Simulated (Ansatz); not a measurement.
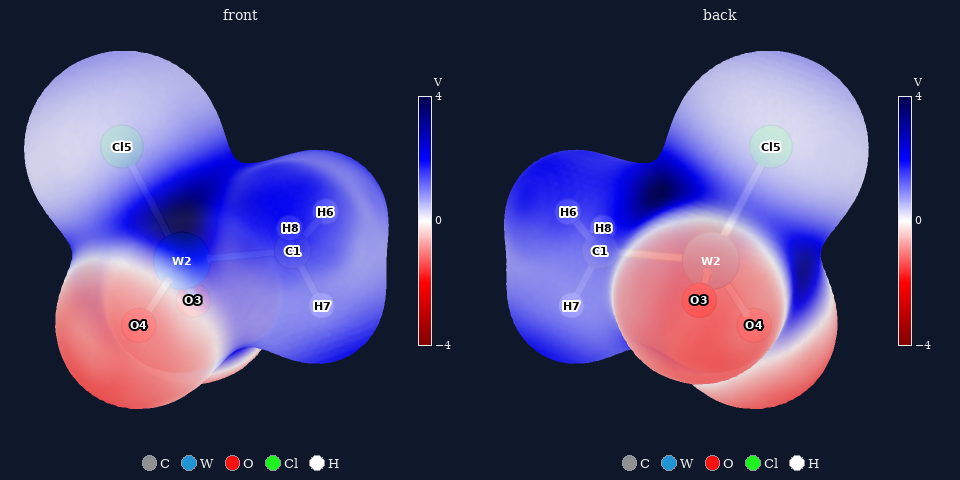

Figure. CH3ClO2W (SMILES [CH3][W](=[O])(=[O])[Cl]). The molecular electrostatic potential painted on the density surface at 0.004 e/bohr³, seen from the front and from behind; the colour scale runs from red (negative) to blue (positive).

Geometry: PBE0-D4/def2-TZVP; core potentials replace the inner electrons of W.

Theory: Ansatz 0.2.0, RKS PBE0-D4/def2-TZVPP.

```xyz
8

C    -0.9579   -0.2848    0.5110
W     0.8515    0.1689   -0.4523
O     2.0455   -0.5797    0.4926
O     0.7628   -0.6361   -1.9433
Cl    1.1356    2.4098   -0.6539
H    -0.9539    0.1619    1.5101
H    -1.0958   -1.3635    0.6096
H    -1.7878    0.1237   -0.0738
```

Where is the surface potential most negative and most positive?

Answer. The most negative region (about −1.3 V) lies over O3 and O4, the most positive (about +3.9 V) over W2.
